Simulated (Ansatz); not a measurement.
CH$_{6}$Si$_{2}$

Input file:

```
crystal:
  periodic: [false, false, false]
  atoms:
    - {symbol: C, position_ang: [-0.598971, 1.377815, -0.037575]}
    - {symbol: Si, position_ang: [0.900865, -1.329791, -0.150947]}
    - {symbol: Si, position_ang: [-0.736283, -0.159451, -1.177819]}
    - {symbol: H, position_ang: [-0.638235, -1.360026, 0.291224]}
    - {symbol: H, position_ang: [-0.020586, 1.274413, 0.882038]}
    - {symbol: H, position_ang: [-1.598671, 1.742679, 0.212571]}
    - {symbol: H, position_ang: [-0.123327, 2.157616, -0.645275]}
    - {symbol: H, position_ang: [1.171479, -2.759653, -0.460930]}
    - {symbol: H, position_ang: [1.643628, -0.943700, 1.086916]}
basis:
  gaussian: {orbitals: def2-TZVPP}
hamiltonian: {xc: pbe0, dispersion: d4}
output: {orbitals: {seedname: orbitals}}
```

Command:

```sh
ansatz run in.yaml --threads 2 --pin off --events-out ev --progress --plain --max-ram 4352MiB
```

The product side of a reaction path; geometry: PBE0-D4/def2-TZVP.

Theory: RKS PBE0-D4/def2-TZVPP (Ansatz).

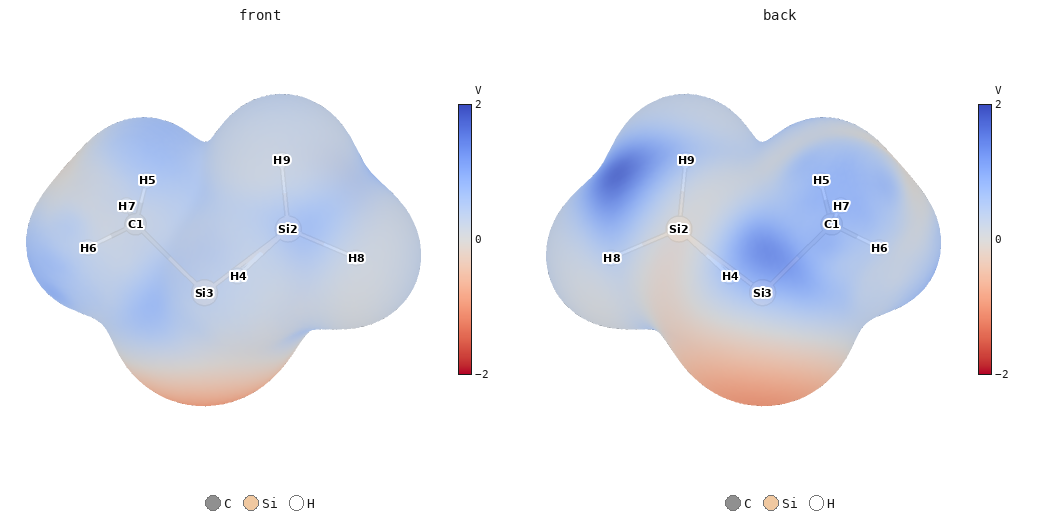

Figure 1. The electrostatic potential painted on the density surface at 0.002 e/bohr³, seen from the front and from behind; red is negative and blue positive.

Which sites attract a positive test charge, and which a negative one?

Answer. A positive charge is drawn to the negative regions and a negative charge to the positive ones. The most negative region (about −1.0 V) lies over Si3, the most positive (about +1.6 V) over Si2.

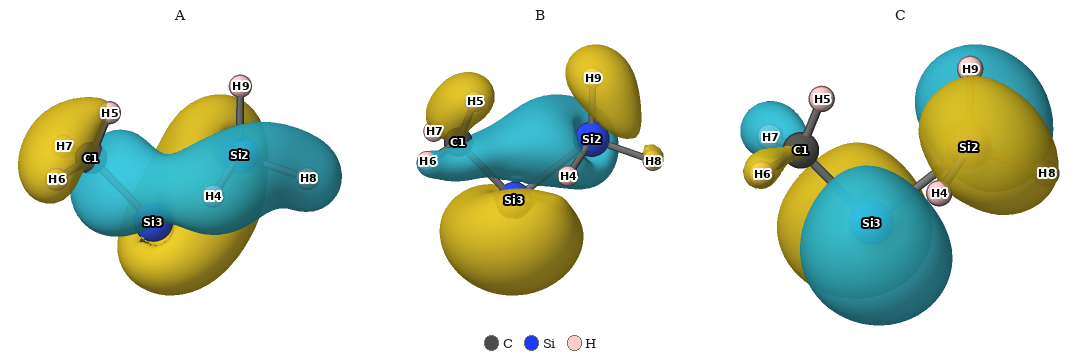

Figure 2. Three frontier orbitals at ±0.08 Å⁻³ᐟ² (yellow and cyan are the two phases), in no order.

Which picture is the HOMO−1, the HOMO and the LUMO?

Answer. A is the HOMO−1 (−7.68 eV). It lies mainly on Si3 (about 35 %), Si2 (about 30 %), C1 (about 15 %) and H4 (about 5 %). B is the HOMO (−6.26 eV). By Hirshfeld shares it lies mainly on Si3 (about 60 %), Si2 (about 20 %) and C1 (about 5 %). C is the LUMO (−1.72 eV). By Hirshfeld shares it lies mainly on Si3 (about 55 %) and Si2 (about 30 %); π-antibonding (π*) across Si3–Si2.

What is the HOMO–LUMO gap?

Answer. 4.54 eV between the orbital energies.

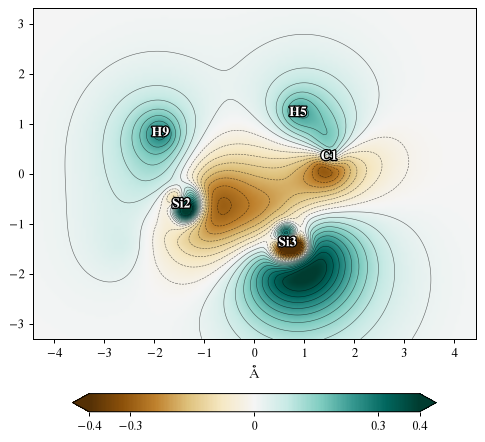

Figure 3. The HOMO on the plane of atoms Si3, Si2 and H9 (values in Å⁻³ᐟ²; the overall sign is arbitrary).

Describe this orbital and give its energy.

Answer. By Hirshfeld shares it lies mainly on Si3 (about 60 %), Si2 (about 20 %) and C1 (about 5 %). Its energy is −6.26 eV.
